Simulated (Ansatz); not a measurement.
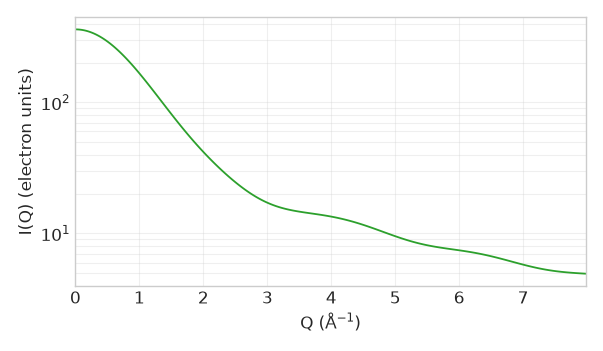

Elastic X-ray scattering of a randomly oriented, rigid molecule, calculated with the Debye equation from neutral-atom form factors (independent atoms, no Compton part, no vibration). The geometry is the end point of an optimisation (Ansatz 0.2.0, RKS PBE0-D4/6-31G*); it may be a saddle point or a higher isomer. It contains Li, C, H.

> How many electrons does the independent-atom model of the molecule hold?

I(0) is the square of the electron number: I(0) = 361, so about 19 electrons, the count of C2H4Li counted as neutral atoms.

> What radius of gyration does the initial fall-off give?

From I(Q) ≈ I(0) exp(−Q²R²/3) at small Q, R ≈ 1.62 Å. It is larger than the electron-weighted radius of the nuclear positions alone (1.35 Å), because each atom's electron cloud adds to it.
